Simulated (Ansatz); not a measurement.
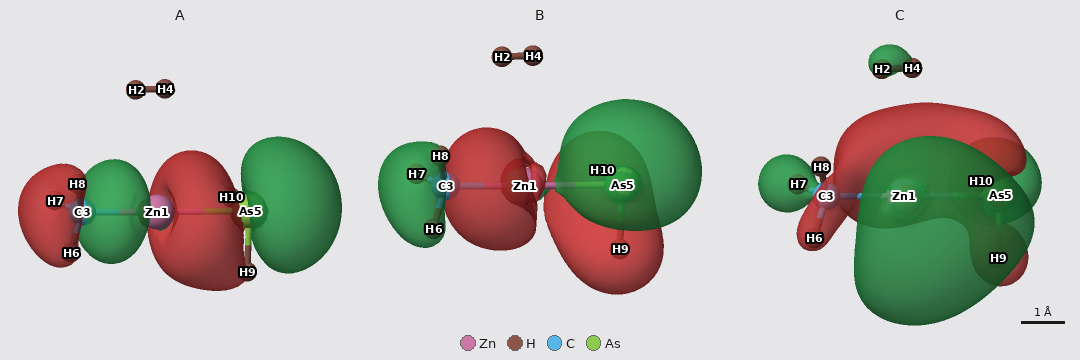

*CH5AsZn···H2. Three frontier orbitals at ±0.06 Å⁻³ᐟ² (green and red are the two phases), in no order.*

The product side of a reaction path; geometry: PBE0-D4/def2-TZVP.

All numbers below come from Ansatz 0.2.0, RKS PBE0-D4/def2-TZVPP.

```xyz
10

Zn   -0.2794    0.3952   -0.3446
H     2.0231   -1.0183    1.1570
C    -0.4931   -1.3434   -1.2008
H     2.1498   -0.3430    1.4511
As    0.0195    2.5317    0.6756
H    -1.2902   -1.3137   -1.9475
H    -0.7479   -2.1070   -0.4616
H     0.4310   -1.6457   -1.6998
H    -1.4234    2.9043    0.3484
H    -0.3895    1.9397    2.0220
```

> Order the three orbitals by energy and name them.

B is the HOMO−1 (−8.11 eV). It lies mainly on As5 (about 50 %), C3 (about 15 %), Zn1 (about 15 %), H10 (about 10 %) and H9 (about 10 %). A is the HOMO (−6.66 eV). By Hirshfeld shares it lies mainly on As5 (about 55 %), Zn1 (about 15 %) and C3 (about 15 %). C is the LUMO (−0.32 eV). Its weight (Hirshfeld) is mainly on Zn1 (about 60 %), As5 (about 20 %) and H10 (about 5 %).

> What is the HOMO–LUMO gap?

6.34 eV between the orbital energies.
